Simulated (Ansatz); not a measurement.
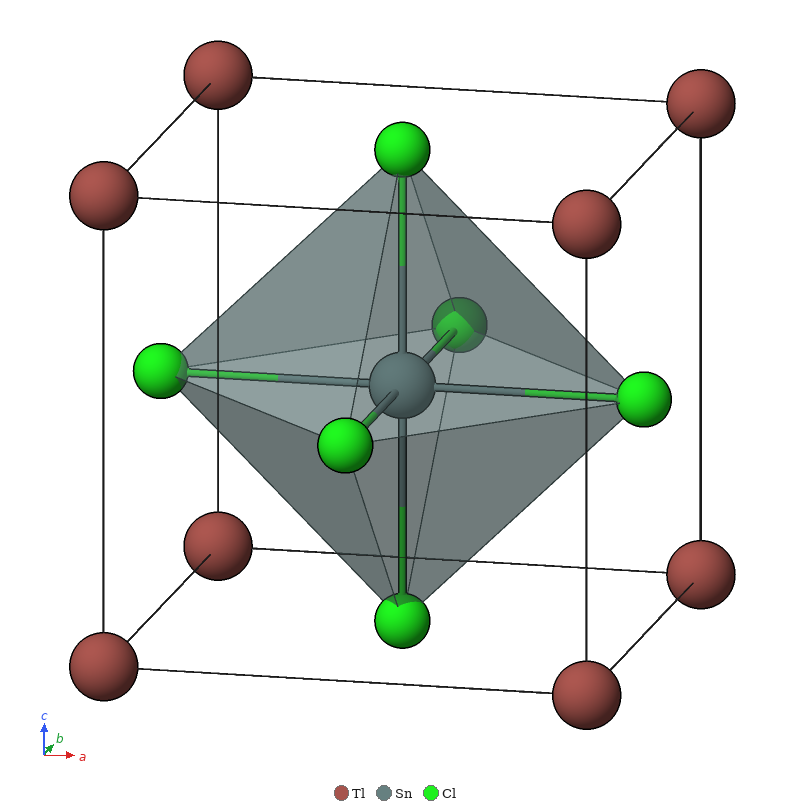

The image is a polyhedral drawing of a crystal, viewed slightly off an axis. The wireframe shows the conventional unit cell.

TlSnCl3, space group P4/mmm (No. 123), a = 5.517 Å, b = 5.517 Å, c = 5.407 Å, α = 90.00°, β = 90.00°, γ = 90.00°. The model was built from a structure type filled with these elements by a generator (whether the compound takes this form wasn't checked). The cell was then strained or its atoms displaced on purpose. A calculation with Ansatz used it as input.

This one geometry was computed with Ansatz (DFT, plane waves, PAW) at three levels of theory: PBE, r2SCAN and HSE06. It was relaxed with r2SCAN and then strained.

### How does the band gap change with the level of theory?

PBE: a gap of 0.44 eV, indirect; r2SCAN: a gap of 0.52 eV, indirect; HSE06: a gap of 0.93 eV, indirect.

### Collect the results in a table.

| level | cutoff (eV) | k-mesh of the run's cell | gap (eV) | pressure (GPa) |
| --- | --- | --- | --- | --- |
| PBE | 420 | 6×6×6 | 0.44 | 1.4 |
| r2SCAN | 500 | 6×6×6 | 0.52 | 0.4 |
| HSE06 | 420 | 4×4×4 | 0.93 | 1.2 |

Gaps are taken on the k-mesh or band path of each run.
